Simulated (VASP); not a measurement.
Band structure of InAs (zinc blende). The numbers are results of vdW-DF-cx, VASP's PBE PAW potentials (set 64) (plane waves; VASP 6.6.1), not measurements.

Unless said otherwise, spin-orbit coupling is left out, though it shifts the bands of the heavy elements here.

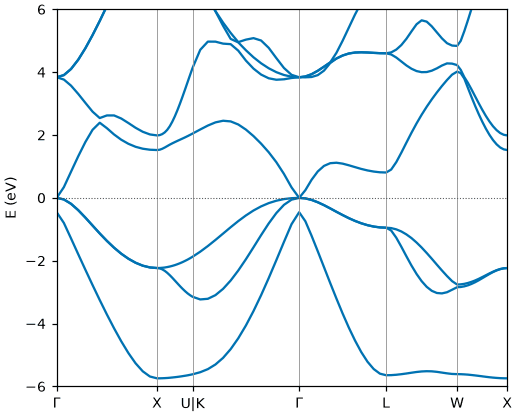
*Bands along high-symmetry lines, zero at the valence-band maximum or, without a gap, the Fermi level*

Task: Read the plot: is there a gap, and where are the band edges?

Result: It has no gap at this level: it comes out as a metal or semimetal. (Edges off the drawn lines would not show.)

The compound is InAs in the zinc blende structure. It was relaxed first.
